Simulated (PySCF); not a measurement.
## Geometry relaxation, with input and output: C2F3 (charge +1) (part 1 of 2)

- system: C2F3, charge +1
- method: B3LYP/6-31G*, RKS (PySCF 2.14.0)

The atoms were displaced at random from an optimised geometry. The geometry is that of the parent species in another charge or spin state. Figures and captions count atoms from 1; the log counts them from 0 in places.

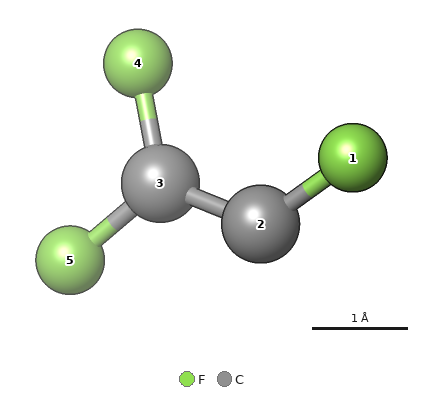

Figure 1. The structure as given in the input (ball-and-stick view, seen at a tilt; atoms are numbered from 1 in the order of the input). Bond lengths as drawn: C–C 1.33 Å and C–F 1.29 to 1.32 Å.

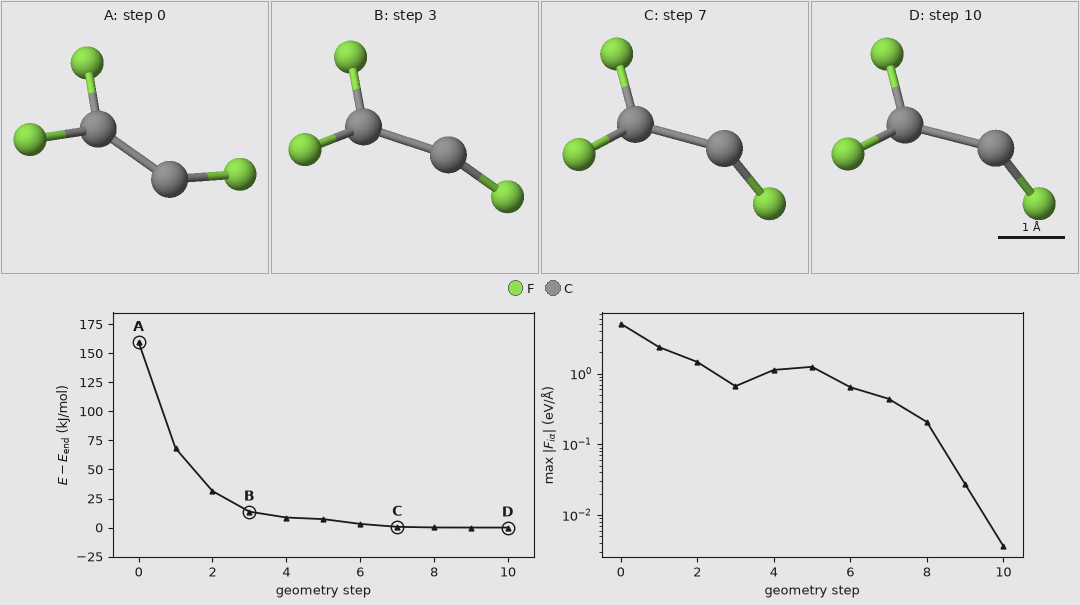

Figure 2. Frames of the relaxation (ball-and-stick view, seen at a tilt) above the curves, on which the letters mark them (steps are counted from 0).

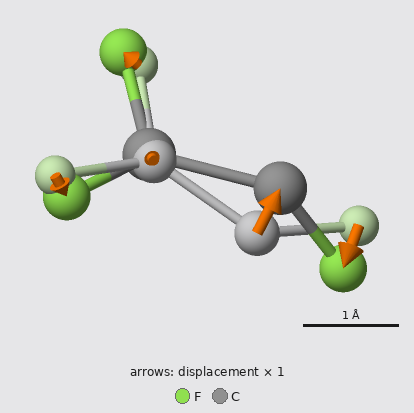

Figure 3. Start (faint) and end (solid) with the displacements as orange arrows, at true length (ball-and-stick view, seen at a tilt). The two geometries are laid on each other by the best rigid fit. The largest move after the best rigid fit is that of C2, 0.53 Å. Largest moves by element: C 0.53 Å, F 0.49 Å. Among the contacts that change: C2–C3 1.330 → 1.439 Å, C3–F4 1.322 → 1.270 Å, F1–C2 1.290 → 1.240 Å. Among the angles that change: C2–C3–F4 124.9° → 118.8°, F4–C3–F5 112.2° → 117.2°, C2–C3–F5 123.0° → 118.8°. Over 10 geometry steps the energy falls by 159.6 kJ/mol. Largest force component: 5.1 eV/Å at the start, 0.0036 eV/Å at the end. (Atoms are counted from 1 in the order of the input.)

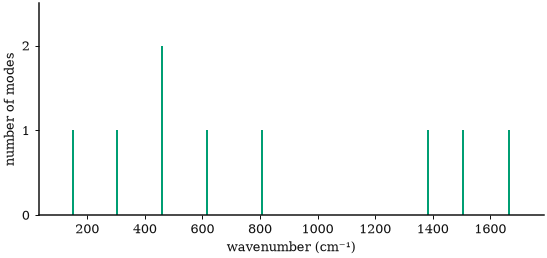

Figure 4. Harmonic vibrational wavenumbers from the force constants; neighbouring modes closer than 7 cm⁻¹ are counted in one stick. 9 modes from 152 to 1665 cm⁻¹, none imaginary.

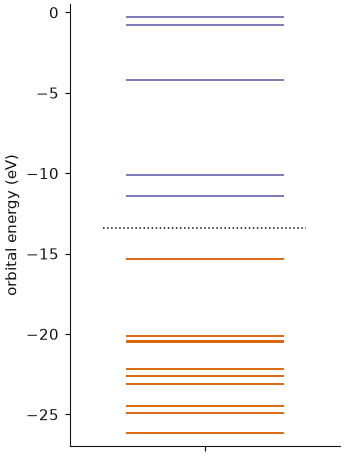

Figure 5. Orbital energies near the frontier; the dotted line parts filled from empty levels, and levels within 0.02 eV of each other stand side by side. Highest filled −15.36 eV, lowest empty −11.41 eV, 3.95 eV apart.

The input and output of the run follow.

**Input (run.py)**
```python
import numpy
from pyscf import gto, dft, symm
from pyscf.hessian import thermo
from pyscf.geomopt.geometric_solver import kernel as optimise

system = gto.M(
    atom='''
F      0.568256    -1.038541     1.505795
C      0.494081     0.044713     0.808587
C     -0.141006     0.237008    -0.344543
F     -0.826946    -0.688385    -0.993203
F     -0.134477     1.392846    -0.984598
''',
    spin=0,
    basis='6-31g*',
    verbose=3,
    charge=1,
    max_memory=1860,
)

myscf = dft.RKS(system, xc='b3lyp')
myscf.conv_tol = 1e-10
myscf.grids.level = 4
myscf = myscf.newton()
converged, mol_eq = optimise(myscf, maxsteps=80)
print('converged:', converged)
print(mol_eq.tostring())

myscf.reset(mol_eq)
system = mol_eq
myscf.kernel()
e_tot = myscf.e_tot
print('E = %.10f Eh' % e_tot)
hess = myscf.Hessian().kernel()
modes = thermo.harmonic_analysis(system, hess)
print('frequencies (1/cm)', numpy.round(modes['freq_wavenumber'], 1))
symm.geom.TOLERANCE = 1e-3  # for the symmetry number
th = thermo.thermo(myscf, modes['freq_au'], 298.15, 101325)
thermo.dump_thermo(system, th)
```

Run as:
```bash
OMP_NUM_THREADS=1 python run.py
```

**What the program printed**
```
[file] SyntaxWarning: invalid escape sequence '\W'
  S = {(paw_set(r)[0], bool(re.search(r"spin_orbit\W+true|paw_fr", str((r.get("files") or {}).get("input") or "")) or re.search("(?i)spin.orbit\W+(value\W+)?(true|yes)|value\W+spin-orbit", json.dumps(r.get("inputs"), default=str)))) for r in records}

#|     Arguments passed to driver run_optimizer():      |#
customengine              <pyscf.geomopt.geometric_solver.PySCFEngine object>
maxiter                   80
----------------------------------------------------------
Custom engine selected.
Bonds will be generated from interatomic distances less than 1.20 times sum of covalent radii
15 internal coordinates being used (instead of 15 Cartesians)
Internal coordinate system (atoms numbered from 1):
Distance 1-2
Distance 2-3
Distance 3-4
Distance 3-5
Angle 1-2-3
Angle 2-3-5
Angle 4-3-5
Out-of-Plane 3-2-4-5
Dihedral 1-2-3-4
Dihedral 1-2-3-5
Translation-X 1-5
Translation-Y 1-5
Translation-Z 1-5
Rotation-A 1-5
Rotation-B 1-5
Rotation-C 1-5
<class 'geometric.internal.Distance'> : 4
<class 'geometric.internal.Angle'> : 3
<class 'geometric.internal.OutOfPlane'> : 1
<class 'geometric.internal.Dihedral'> : 2
<class 'geometric.internal.TranslationX'> : 1
<class 'geometric.internal.TranslationY'> : 1
<class 'geometric.internal.TranslationZ'> : 1
<class 'geometric.internal.RotationA'> : 1
<class 'geometric.internal.RotationB'> : 1
<class 'geometric.internal.RotationC'> : 1
> ===== Optimization Info: ====
> Job type: Energy minimization
> Maximum number of optimization cycles: 80
> Initial / maximum trust radius (Angstrom): 0.100 / 0.300
> Convergence Criteria:
> Will converge when all 5 criteria are reached:
>  |Delta-E| < 1.00e-06
>  RMS-Grad  < 3.00e-04
>  Max-Grad  < 4.50e-04
>  RMS-Disp  < 1.20e-03
>  Max-Disp  < 1.80e-03
> === End Optimization Info ===

Geometry optimization cycle 1
Cartesian coordinates (Angstrom)
 Atom        New coordinates             dX        dY        dZ
   F   0.568256  -1.038541   1.505795    0.000000  0.000000  0.000000
   C   0.494081   0.044713   0.808587   -0.000000  0.000000 -0.000000
   C  -0.141006   0.237008  -0.344543    0.000000  0.000000  0.000000
   F  -0.826946  -0.688385  -0.993203    0.000000  0.000000  0.000000
   F  -0.134477   1.392846  -0.984598    0.000000  0.000000  0.000000

WARN: Mole.unit (angstrom) is changed to Bohr

converged SCF energy = -375.155315381195
--------------- SecondOrderRKS_Scanner gradients ---------------
         x                y                z
0 F     0.0110576473    -0.0588573620    -0.0024523878
1 C    -0.0358490352     0.0988641921    -0.0108218857
2 C     0.0651275697    -0.0595362393     0.0611298627
3 F    -0.0392259976    -0.0095153915    -0.0205476280
4 F    -0.0011373678     0.0290218942    -0.0272991101
----------------------------------------------
cycle 1: E = -375.155315381  dE = -375.155  norm(grad) = 0.173009
Step    0 : Gradient = 7.737e-02/1.073e-01 (rms/max) Energy = -375.1553153812
Hessian Eigenvalues: 2.30000e-02 3.17518e-02 5.00000e-02 ... 6.14412e-01 6.16235e-01 6.99418e-01

Geometry optimization cycle 2
Cartesian coordinates (Angstrom)
 Atom        New coordinates             dX        dY        dZ
   F   0.538443  -1.002671   1.562940   -0.029813  0.035870  0.057145
   C   0.524174  -0.083453   0.707489    0.030093 -0.128166 -0.101098
   C  -0.204532   0.306133  -0.365778   -0.063526  0.069125 -0.021235
   F  -0.757195  -0.712940  -0.936722    0.069751 -0.024555  0.056481
   F  -0.140232   1.441205  -0.976136   -0.005755  0.048359  0.008462
converged SCF energy = -375.190129171538
--------------- SecondOrderRKS_Scanner gradients ---------------
         x                y                z
0 F     0.0048334256    -0.0352623255     0.0007685261
1 C    -0.0124025912     0.0460650213     0.0027501578
2 C     0.0064688248    -0.0266447979    -0.0030820777
3 F    -0.0046748267    -0.0023045991     0.0119529421
4 F     0.0057529291     0.0181581865    -0.0124056030
----------------------------------------------
cycle 2: E = -375.190129172  dE = -0.0348138  norm(grad) = 0.0707022
Step    1 : Displace = 1.033e-01/1.660e-01 (rms/max) Trust = 1.000e-01 (=) Grad = 3.162e-02/4.778e-02 (rms/max) E (change) = -375.1901291715 (-3.481e-02) Quality = 1.037
Hessian Eigenvalues: 2.14402e-02 3.51425e-02 5.00000e-02 ... 5.99490e-01 6.37036e-01 6.77091e-01

Geometry optimization cycle 3
Cartesian coordinates (Angstrom)
 Atom        New coordinates             dX        dY        dZ
   F   0.604238  -0.862047   1.684173    0.065795  0.140624  0.121232
   C   0.535263  -0.194883   0.661652    0.011089 -0.111430 -0.045837
   C  -0.230290   0.248636  -0.377258   -0.025758 -0.057497 -0.011480
   F  -0.817342  -0.643489  -1.096429   -0.060148  0.069451 -0.159706
   F  -0.130122   1.399468  -0.879539    0.010110 -0.041737  0.096597
converged SCF energy = -375.204141999618
--------------- SecondOrderRKS_Scanner gradients ---------------
         x                y                z
0 F     0.0059639950    -0.0062166344    -0.0167231603
1 C    -0.0068958100     0.0137681001     0.0284083385
2 C     0.0055387579     0.0076185276    -0.0118390958
3 F    -0.0042293449     0.0059113930    -0.0008293765
4 F    -0.0003721234    -0.0210921210     0.0009849058
----------------------------------------------
cycle 3: E = -375.204142  dE = -0.0140128  norm(grad) = 0.0461131
Step    2 : Displace = 1.432e-01/1.955e-01 (rms/max) Trust = 1.414e-01 (+) Grad = 2.062e-02/3.231e-02 (rms/max) E (change) = -375.2041419996 (-1.401e-02) Quality = 0.868
Hessian Eigenvalues: 1.87227e-02 3.49053e-02 5.00000e-02 ... 6.10489e-01 6.56831e-01 7.09200e-01

Geometry optimization cycle 4
Cartesian coordinates (Angstrom)
 Atom        New coordinates             dX        dY        dZ
   F   0.606763  -0.757101   1.730324    0.002525  0.104946  0.046152
   C   0.543846  -0.295139   0.597533    0.008584 -0.100256 -0.064119
   C  -0.234305   0.224930  -0.387213   -0.004014 -0.023706 -0.009955
   F  -0.829014  -0.644633  -1.134444   -0.011672 -0.001144 -0.038015
   F  -0.125733   1.419960  -0.813368    0.004389  0.020491  0.066171
converged SCF energy = -375.210893032364
--------------- SecondOrderRKS_Scanner gradients ---------------
         x                y                z
0 F     0.0050727095    -0.0027125366    -0.0082251903
1 C    -0.0128807274     0.0039070706     0.0082916842
2 C     0.0097046888     0.0046451278     0.0015410554
3 F    -0.0017519865    -0.0042238804    -0.0000436721
4 F    -0.0001327917    -0.0016168130    -0.0015648263
----------------------------------------------
cycle 4: E = -375.210893032  dE = -0.00675103  norm(grad) = 0.0222441
Step    3 : Displace = 8.299e-02/1.204e-01 (rms/max) Trust = 2.000e-01 (+) Grad = 9.948e-03/1.581e-02 (rms/max) E (change) = -375.2108930324 (-6.751e-03) Quality = 1.265
Hessian Eigenvalues: 1.15413e-02 3.53071e-02 5.00000e-02 ... 6.22027e-01 6.77082e-01 7.17016e-01

Geometry optimization cycle 5
Cartesian coordinates (Angstrom)
 Atom        New coordinates             dX        dY        dZ
   F   0.606729  -0.638603   1.766831   -0.000034  0.118498  0.036506
   C   0.569441  -0.367931   0.564340    0.025595 -0.072792 -0.033193
   C  -0.223655   0.167041  -0.405705    0.010649 -0.057889 -0.018493
   F  -0.860881  -0.615151  -1.206715   -0.031866  0.029482 -0.072272
   F  -0.131026   1.402970  -0.725886   -0.005293 -0.016989  0.087482
converged SCF energy = -375.212815521026
--------------- SecondOrderRKS_Scanner gradients ---------------
         x                y                z
0 F     0.0043782767    -0.0006662835     0.0010507599
1 C    -0.0150129134     0.0030509305    -0.0025210686
2 C     0.0218935351    -0.0018507237     0.0069092163
3 F    -0.0072451931    -0.0046308227    -0.0050176318
4 F    -0.0040177522     0.0041121639    -0.0004121654
----------------------------------------------
cycle 5: E = -375.212815521  dE = -0.00192249  norm(grad) = 0.0304071
Step    4 : Displace = 9.081e-02/1.202e-01 (rms/max) Trust = 2.828e-01 (+) Grad = 1.360e-02/2.303e-02 (rms/max) E (change) = -375.2128155210 (-1.922e-03) Quality = 0.997
Hessian Eigenvalues: 9.57470e-03 4.99979e-02 5.00000e-02 ... 6.42402e-01 6.69981e-01 7.16645e-01

Geometry optimization cycle 6
Cartesian coordinates (Angstrom)
 Atom        New coordinates             dX        dY        dZ
   F   0.617101  -0.584599   1.762073    0.010372  0.054004 -0.004758
   C   0.572133  -0.406932   0.537683    0.002692 -0.039001 -0.026657
   C  -0.279487   0.159279  -0.374352   -0.055831 -0.007762  0.031353
   F  -0.847249  -0.605393  -1.230201    0.013632  0.009758 -0.023486
   F  -0.102200   1.385250  -0.702714    0.028826 -0.017720  0.023171
converged SCF energy = -375.213337911462
--------------- SecondOrderRKS_Scanner gradients ---------------
         x                y                z
0 F     0.0045238098     0.0010275869     0.0064694902
1 C    -0.0204553393     0.0052710079    -0.0242067160
2 C     0.0097588423    -0.0059992937     0.0237634835
3 F     0.0039906702    -0.0033269371    -0.0037003150
4 F     0.0021887312     0.0030331884    -0.0023299473
```
